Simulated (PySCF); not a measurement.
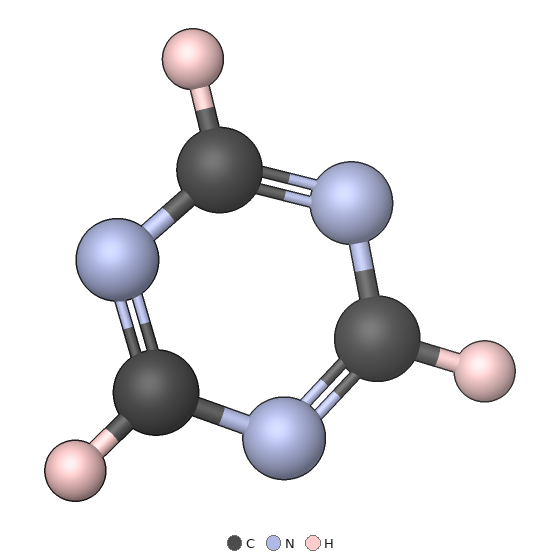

Ball-and-stick drawing of a structure. Double and triple bonds are drawn as two and three sticks.

The geometry was computed by an optimisation with PBE0-D3(BJ)/def2-SVP. No frequency run is at hand to confirm it as a minimum.

Description:

The molecule is C3H3N3. SMILES: `c1ncncn1`. Independent rings (smallest set): 1 of 6 members, 1 of them aromatic. The point group is D3h. All atoms lie on one plane. Coordination: 3 C trigonal planar; 3 N bent.

The parts below concern this one geometry. Atoms keep their numbers from picture to picture.

Electronic properties

No frequency run is at hand to confirm it as a minimum. Level of theory: WP04/pcSseg-2, gas phase (PySCF 2.14.0).

Computed properties:

- HOMO energy (Kohn–Sham orbital): −9.21 eV
- LUMO energy (Kohn–Sham orbital): −3.85 eV
- HOMO–LUMO gap: 5.36 eV

Ring current

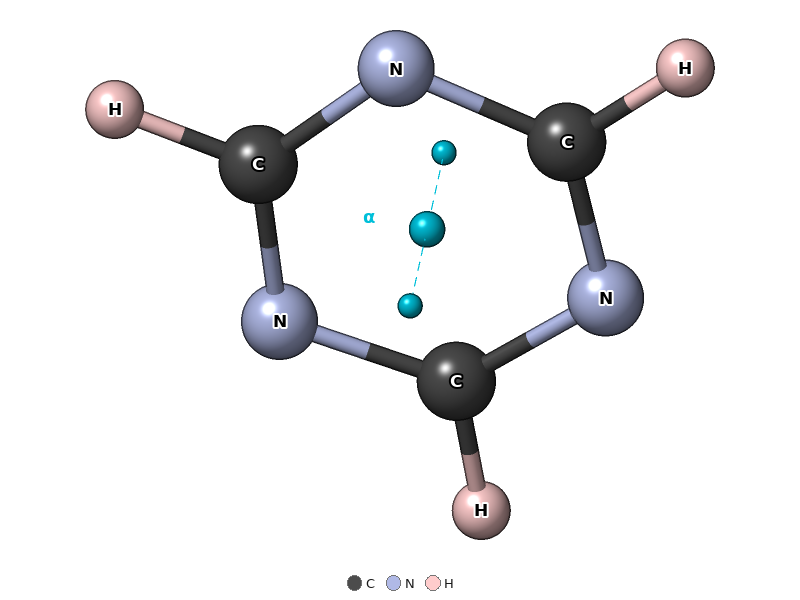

The small points mark where nucleus-independent chemical shifts (NICS) were computed: at the centre of each lettered ring and 1 Å above and below it. No frequency run is at hand to confirm it as a minimum. Method: GIAO B97-2/pcSseg-2 NMR shielding, non-relativistic, gas phase (PySCF 2.14.0).

Give NICS(0), NICS(1) and the out-of-plane component NICS(1)zz for each ring (means of the two sides).

```json
{"ring": "α", "members": "C3N3", "NICS(0)": "−4.2", "NICS(1)": "−9.3", "NICS(1)zz": "−26.1"}
```

Values in ppm.

What do the values say about the ring currents?

Ring α: diatropic, as in an aromatic ring. NICS is one index among several.

NMR shielding

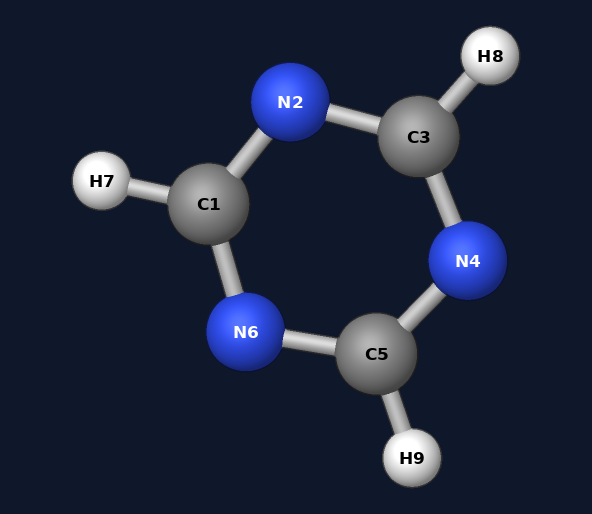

No frequency run is at hand to confirm it as a minimum. Level of theory: GIAO LC-wPBE/pcSseg-2 NMR shielding, non-relativistic, gas phase (PySCF 2.14.0). Principal shieldings σ11 ≤ σ22 ≤ σ33, span Ω = σ33 − σ11, skew κ = 3(σiso − σ22)/Ω.

Give the shielding tensors of the C atoms.

```json
{"atom": "C1, C3, C5", "σ11": "−107.0", "σ22": "−12.6", "σ33": "130.6", "σiso": "3.7", "Ω": "237.6", "κ": "0.20"}
```

Shieldings and span in ppm.
